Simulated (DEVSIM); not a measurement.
Device: Si n-i-p diode, at 250 K.

```tsv
layer (left to right)	material	thickness (μm)	Nd (cm⁻³)	Na (cm⁻³)	τn (s)	τp (s)
1	Si	0.450	4.7e18	-	2.5e-7	2.5e-7
2	Si	11.0	-	2.3e11	2.5e-7	2.5e-7
3	Si	1.70	-	2.5e18	2.5e-7	2.5e-7
```

Left contact: ohmic. Right contact: ohmic. Voltage is applied to the left contact. Recombination: SRH at mid-gap, radiative, Auger. Mobility is constant in doping.

Constants are typed, rounded textbook-type inputs, not results; the design itself was drawn at random and stands for no fabricated device. Values at 300 K; Nc and Nv go as T^1.5, mobilities as T to minus their exponent, the gap by Varshni's rule with the affinity fixed.

| parameter | Si |
|---|---|
| gap (eV) | 1.124 |
| affinity (eV) | 4.05 |
| permittivity | 11.7 |
| Nc (cm⁻³) | 2.86e19 |
| Nv (cm⁻³) | 3.1e19 |
| μn (cm²/Vs) | 1417 |
| μp (cm²/Vs) | 470 |
| T exponent of μn | 2.3 |
| T exponent of μp | 2.2 |
| B (cm³/s) | 4.7e-15 |
| Cn (cm⁶/s) | 2.8e-31 |
| Cp (cm⁶/s) | 9.9e-32 |
| Varshni α (eV/K) | 0.000473 |
| Varshni β (K) | 636 |

DEVSIM, 1D drift-diffusion, Boltzmann statistics, complete ionisation; no tunnelling, impact ionisation, image-force lowering or self-heating.

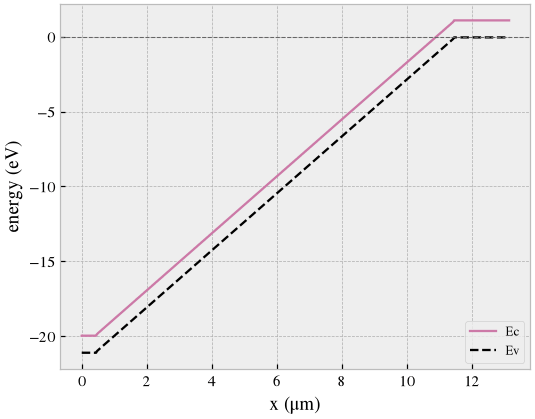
Figure: Band edges at 20.0 V on the left contact

Energies count from the Fermi level of the right contact; mesh points crowd at the junctions.

| x (μm) | Ec (eV) | Ev (eV) | n (cm⁻³) | p (cm⁻³) | field (V/cm) |
|---|---|---|---|---|---|
| 0.000 | -19.967 | -21.103 | 4.7e18 | < 1e2 | ≈ 0 |
| 0.04002 | -19.967 | -21.103 | 4.7e18 | < 1e2 | ≈ 0 |
| 0.1394 | -19.967 | -21.103 | 4.7e18 | < 1e2 | ≈ 0 |
| 0.3199 | -19.967 | -21.103 | 4.7e18 | < 1e2 | ≈ 0 |
| 0.4297 | -19.967 | -21.103 | 4.7e18 | < 1e2 | ≈ 0 |
| 0.4607 | -19.886 | -21.022 | 1.1e17 | < 1e2 | 33000 |
| 0.5219 | -19.756 | -20.892 | 2.6e14 | < 1e2 | 19000 |
| 0.7929 | -19.240 | -20.376 | 14000 | 150 | 19000 |
| 1.440 | -18.009 | -19.145 | 3800 | 930 | 19000 |
| 3.115 | -14.821 | -15.958 | 3200 | 3000 | 19000 |
| 7.318 | -6.828 | -7.964 | 1600 | 8100 | 19000 |
| 10.39 | -0.994 | -2.130 | 330 | 12000 | 19000 |
| 11.08 | 0.323 | -0.813 | < 1e2 | 13000 | 19000 |
| 11.33 | 0.800 | -0.336 | < 1e2 | 4.0e12 | 19000 |
| 11.44 | 1.010 | -0.126 | < 1e2 | 6.7e16 | 28000 |
| 11.47 | 1.088 | -0.048 | < 1e2 | 2.5e18 | 46 |
| 11.54 | 1.088 | -0.048 | < 1e2 | 2.5e18 | ≈ 0 |
| 11.74 | 1.088 | -0.048 | < 1e2 | 2.5e18 | ≈ 0 |
| 12.51 | 1.088 | -0.048 | < 1e2 | 2.5e18 | ≈ 0 |
| 12.93 | 1.088 | -0.048 | < 1e2 | 2.5e18 | ≈ 0 |
| 13.08 | 1.088 | -0.048 | < 1e2 | 2.5e18 | ≈ 0 |
| 13.15 | 1.088 | -0.048 | < 1e2 | 2.5e18 | ≈ 0 |
